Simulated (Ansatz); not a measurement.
```yaml
atoms:
  - { symbol: Ga, position_ang: [-0.4529, 0.1660, 0.6687] }
  - { symbol: H, position_ang: [0.6139, 0.3408, -1.6387] }
  - { symbol: H, position_ang: [0.3279, 1.4544, 1.0589] }
  - { symbol: H, position_ang: [-1.8279, 0.0242, -0.0461] }
  - { symbol: H, position_ang: [0.9123, -0.3021, -1.3889] }
  - { symbol: Cl, position_ang: [0.4267, -1.6833, 1.3461] }
```

The product side of a reaction path; geometry: PBE0-D4/def2-TZVP.

The calculation used RKS PBE0-D4/def2-TZVPP (Ansatz).

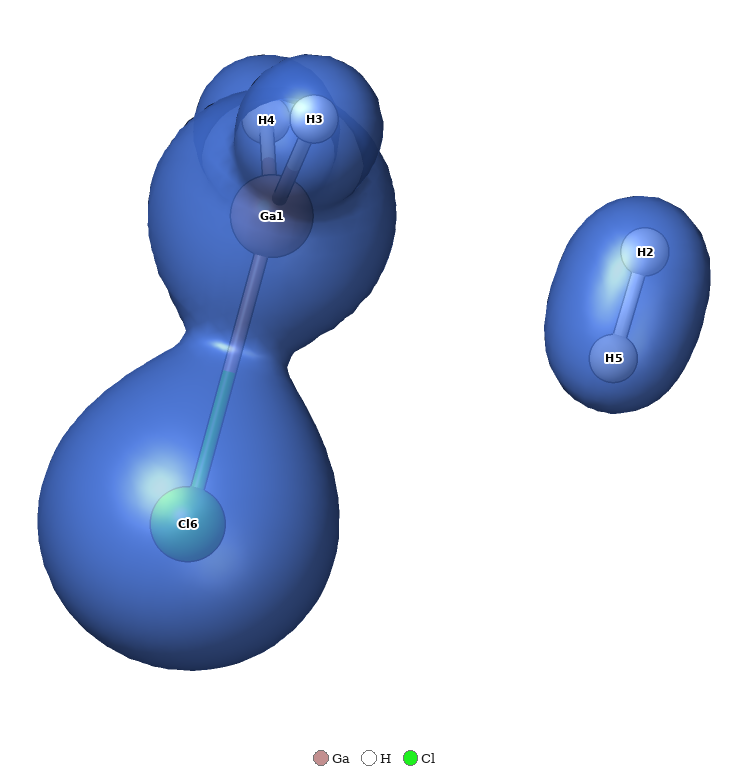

ClGaH2···H2. Isosurface of the electron density at 0.5 e/Å³ (blue), seen across its widest extent.

Question: What does this surface tell about the bonding?

Answer: At this value the surface falls into two separate pieces. It bridges the sampled Ga–Cl (2.16 Å), H–H (0.75 Å) and Ga–H (1.56 Å) contacts, where the density stays above the isovalue. It is pinched off along the sampled Ga···H (2.51 Å) contacts. On the grid the lowest density along these lines, outside the cores, is 0.1 e/Å³ (Ga···H, 2.51 Å), 0.65 e/Å³ (Ga–Cl, 2.16 Å), 1.8 e/Å³ (H–H, 0.75 Å) and 0.81 e/Å³ (Ga–H, 1.56 Å).
